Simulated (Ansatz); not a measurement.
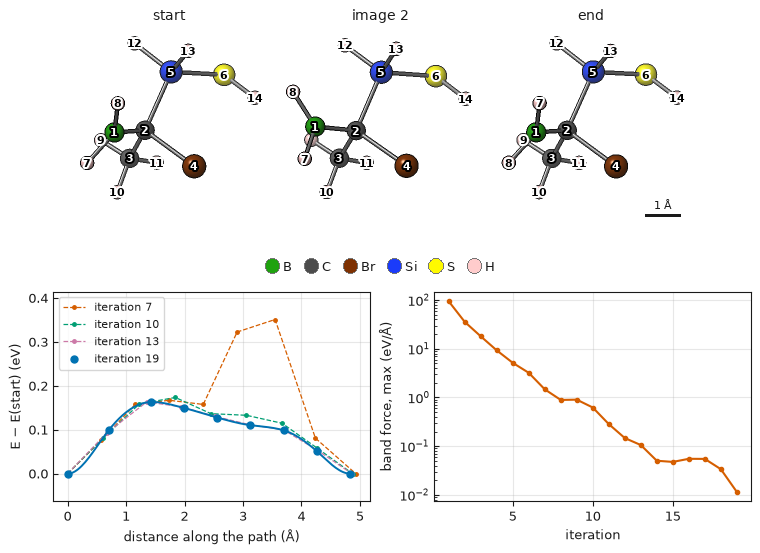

A search for the minimum-energy path of C2H8BBrSSi by the nudged elastic band. Images are numbered from 0 (start) to 8 (end). The plot follows the band through its iterations. A ball-and-stick model, seen from a free direction.

Computed with Ansatz, RHF/def2-SVP. Run with 7 movable images; climbing image; force threshold 0.03 eV/Å; iteration limit 55; starting path through a guess of the saddle point.

### How did the profile develop, and is the result final?

The result is final at these settings. The band converged in 19 iterations. The largest component of the band force went from 94 to 0.011 eV/Å. The climbing image converged on the top of the path. Its vibrational analysis gives one imaginary mode (178i cm⁻¹), as a transition state must have. The first iteration put the highest image at 31.841 eV. The two ends have the same energy, and the highest point, image 2, lies 0.163 eV above the start.

Limits of the set-up: Hartree-Fock leaves out electron correlation.

Cost: 5.8 min on 2 threads of Intel(R) Xeon(R) 6975P-C (Granite Rapids), on a shared host, peak memory 0.51 GiB.
